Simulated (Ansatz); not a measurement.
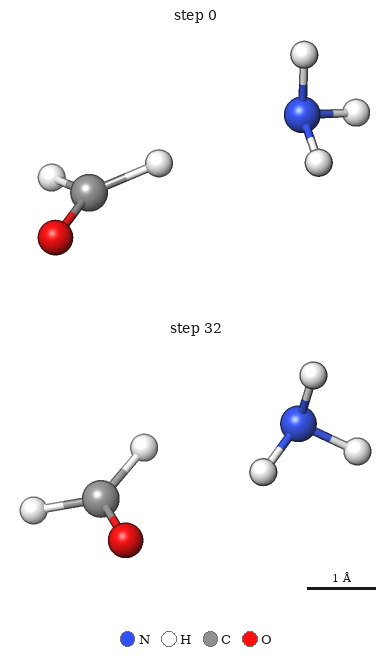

The structure of CH5NO before (top) and after (bottom) a relaxation, at one scale.

The picture is a ball-and-stick view, seen from a free direction.

Level of theory: RKS PBE0-D4/def2-TZVP (Ansatz 0.2.0). (force threshold 0.005 eV/Å; at most 200 steps)

Question: Describe what moved and what it gained.

Answer: The O atom moves most after the best rigid fit: 1.06 Å. Largest moves by element: O 1.06 Å, H 0.86 Å, C 0.22 Å, N 0.08 Å. Near-neighbour distances that change, for instance: C–H 1.138 → 1.108 Å, H–N 1.030 → 1.012 Å, C–O 1.213 → 1.200 Å. Bond angles that change, for instance: H–N–H 104.9° → 107.3°, H–C–H 115.4° → 117.5°. The energy falls by 0.101 eV in 25 accepted moves (32 points after the start). The largest force component goes from 1.1 to 0.0044 eV/Å. The line search rejected the trial steps at points 6, 7, 9, 13, 17, 25, 29 of the run. Cost: 49 s on 2 threads of Arm Neoverse V1, on a shared host.

Limits of the set-up: the start holds two separate molecules, 2.3 Å apart at their closest, whose relative position is a soft coordinate.
